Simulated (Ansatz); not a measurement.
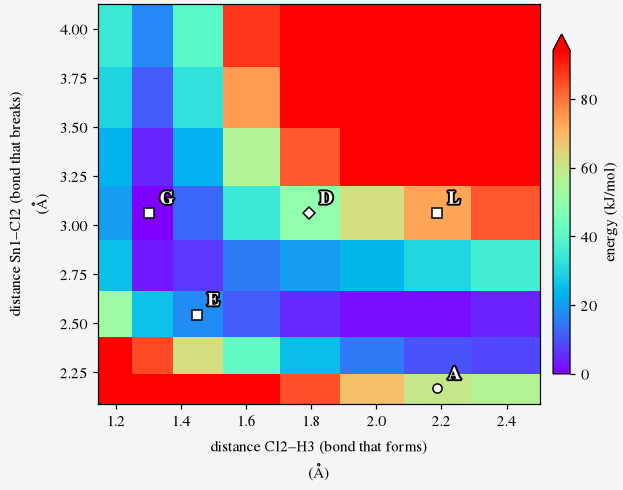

The reacting system Cl₃HSn. The first coordinate is: distance Cl2–H3 (bond that forms); the second: distance Sn1–Cl2 (bond that breaks). Relaxed at each point: all other coordinates. Grid: 8 × 8 points. Points are written as (first, second). Energies are in kJ/mol, from the lowest grid point. The reference is spin-restricted, so regions where a bond is pulled apart into radicals lie too high. Level of theory: RKS PBE0-D4/def2-SVP in Ansatz 0.2.0.

In the figure: one coloured cell a grid point, one colour for all values above the top of the scale, lettered points.

Question: What kind of point is each of D, G, L: minimum, saddle, maximum or slope?

Answer: D: on a slope; G: minimum; L: on a slope. (In these two coordinates alone; a stationary point may lie a little off the grid point.)

Question: Rank the lettered points by energy, lowest first.

Answer: G (0 kJ/mol), E (17 kJ/mol), D (50 kJ/mol), A (60 kJ/mol), L (73 kJ/mol).
